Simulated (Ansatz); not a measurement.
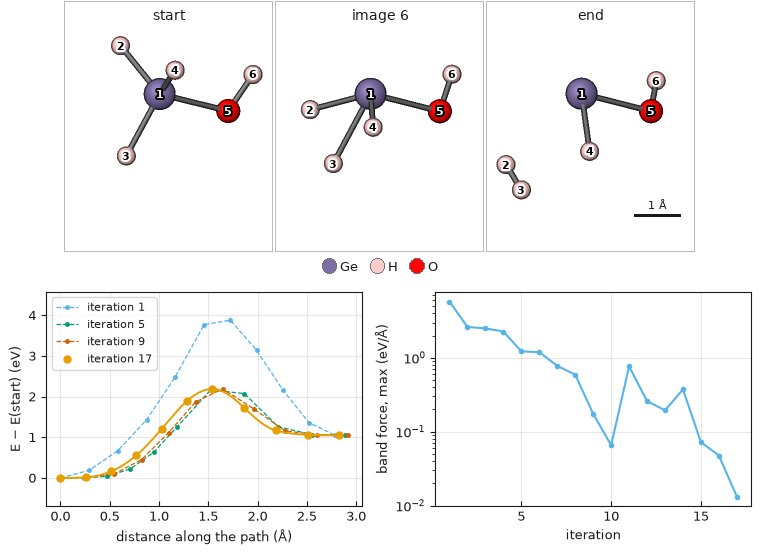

A search for the minimum-energy path of GeH₄O by the nudged elastic band. Images are numbered from 0 (start) to 10 (end). The plot follows the band through its iterations. Style: ball-and-stick. Shown from a free direction.

Method: Ansatz 0.2.0, RKS PBE-D4/def2-SVP. Set-up: 9 movable images; climbing image; force threshold 0.03 eV/Å; iteration limit 60; starting path through a guess of the saddle point.

### Judge this run.

The result is final at these settings. The band converged in 17 iterations. The largest component of the band force went from 5.8 to 0.013 eV/Å. The climbing image converged on the top of the path. Its vibrational analysis gives one imaginary mode (1103i cm⁻¹), as a transition state must have. The first iteration put the highest image at 3.88 eV. Forward barrier 2.19 eV, backward barrier 1.14 eV, with image 6 at the top; the reaction energy is +1.05 eV.

Cost: 2.5 min on 1 thread of Arm Neoverse V2, with other jobs on the host, peak memory 0.11 GiB.
